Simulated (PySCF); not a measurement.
# SClO2F (sulfuryl chloride fluoride) at CAM-B3LYP/def2-SVP

What is the vertical singlet–triplet gap of SClO2F (sulfuryl chloride fluoride) at CAM-B3LYP/def2-SVP? Input form: a Python script.

The results are computed with PySCF 2.14.0.

2 further runs of the same task are left out: 2 set aside as unsound or not needed.

### Step 1. The molecule

SClO2F: 5 atoms, total charge 0, spin state singlet. As SMILES, `O=S(=O)(F)Cl`. The shape is that of a GFN2-xTB optimisation.

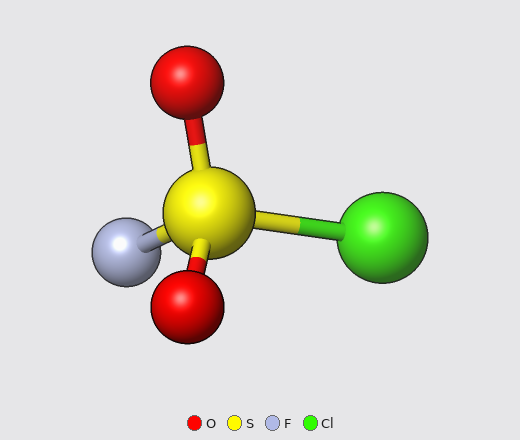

The structure, seen from a chosen angle (oxygen red, sulfur yellow, fluorine light blue, chlorine green).

### Step 2. The energy at CAM-B3LYP/def2-SVP

input.py reads:

```python
from pyscf import gto, dft

mol = gto.Mole()
mol.atom = '''
O     -0.106320    -0.174430     1.511240
S      0.117000    -0.138330     0.120060
O      1.169750    -0.836360    -0.505500
F     -1.260200    -0.622100    -0.592560
Cl     0.079760     1.771230    -0.533250
'''
mol.max_memory = 1860
mol.spin = 0
mol.basis = 'def2-svp'
mol.charge = 0
mol.verbose = 3
mol.build()

calc0 = dft.RKS(mol, xc='cam-b3lyp')
calc0.conv_tol = 1e-10
calc0.grids.level = 5
calc0.kernel()
if not calc0.converged:
    calc0 = calc0.newton().run(calc0.mo_coeff, calc0.mo_occ)

e_tot = calc0.e_tot
print(f'total energy: {e_tot:.8f} hartree')
```

The run is started by

```sh
$ OMP_NUM_THREADS=1 python input.py
```

The log of the run:

```text
converged SCF energy = -1108.07582097331
total energy: -1108.07582097 hartree
```

It took 19 s on 1 thread of Arm Neoverse V1, shared host; peak memory 0.4 GiB.

### Step 3. The triplet

input.py reads:

```python
from pyscf import gto, dft

mol = gto.Mole()
mol.atom = '''
O     -0.106320    -0.174430     1.511240
S      0.117000    -0.138330     0.120060
O      1.169750    -0.836360    -0.505500
F     -1.260200    -0.622100    -0.592560
Cl     0.079760     1.771230    -0.533250
'''
mol.basis = 'def2-svp'
mol.spin = 2
mol.max_memory = 1860
mol.verbose = 3
mol.build()

mf = dft.UKS(mol, xc='cam-b3lyp')
mf.grids.level = 5
mf.conv_tol = 1e-10
mf.kernel()
if not mf.converged:
    mf = mf.newton().run(mf.mo_coeff, mf.mo_occ)

etot = mf.e_tot
print('Final energy', etot)
```

The run is started by

```sh
$ OMP_NUM_THREADS=1 python input.py
```

The log of the run:

```text
WARN: HOMO -0.0750603418657865 >= LUMO -0.406091202660886

WARN: HOMO -0.237043500211445 >= LUMO -0.240227626385058

WARN: HOMO -0.210116857401927 >= LUMO -0.253876887806356

WARN: HOMO -0.215793283942874 >= LUMO -0.252606443700572

WARN: HOMO -0.219803904589004 >= LUMO -0.246664133312343

WARN: HOMO -0.219473224891613 >= LUMO -0.2429400378226

WARN: HOMO -0.218827232848521 >= LUMO -0.242342268768545

WARN: HOMO -0.219235617437864 >= LUMO -0.242407018512788

WARN: HOMO -0.219034132273582 >= LUMO -0.242229611822436

WARN: HOMO -0.219004465806927 >= LUMO -0.242207371549221

WARN: HOMO -0.218994205275805 >= LUMO -0.242205422180703

WARN: HOMO -0.218988278154548 >= LUMO -0.242195462657034

WARN: HOMO -0.218982834418792 >= LUMO -0.242191958319796

WARN: HOMO -0.218981154494389 >= LUMO -0.242191705811476

WARN: HOMO -0.218979553077058 >= LUMO -0.242191737997035

WARN: HOMO -0.218979905166265 >= LUMO -0.2421903230335

WARN: HOMO -0.218979578436238 >= LUMO -0.242191074209352

WARN: HOMO -0.218980287998965 >= LUMO -0.242191114420504

WARN: HOMO -0.218980407808826 >= LUMO -0.242190954380431

WARN: HOMO -0.218980764400217 >= LUMO -0.242190955447951

WARN: HOMO -0.218980983895191 >= LUMO -0.242191135625675

WARN: HOMO -0.21898114822118 >= LUMO -0.242191041681818

converged SCF energy = -1107.87486284959  <S^2> = 2.0085419  2S+1 = 3.0056892
Final energy -1107.8748628495866
```

It took 56 s on 1 thread of Arm Neoverse V1, shared host; peak memory 0.42 GiB.

### Step 4. What came out

Level: CAM-B3LYP/def2-SVP.

```
                                        quantity           value
                           singlet: total energy  -1108.07582 Eh
                          singlet: dipole moment          1.57 D
                            singlet: HOMO energy       -11.37 eV
                            singlet: LUMO energy        -1.10 eV
                          singlet: HOMO–LUMO gap        10.27 eV
                           triplet: total energy  -1107.87486 Eh
                          triplet: dipole moment          2.05 D
     triplet: HOMO energy (highest over α and β)        -5.96 eV
                                   triplet: ⟨S²⟩           2.009
vertical energy of the triplet above the singlet        5.468 eV
```

What this shows: At this shape the triplet lies 5.47 eV (528 kJ/mol) above the singlet.
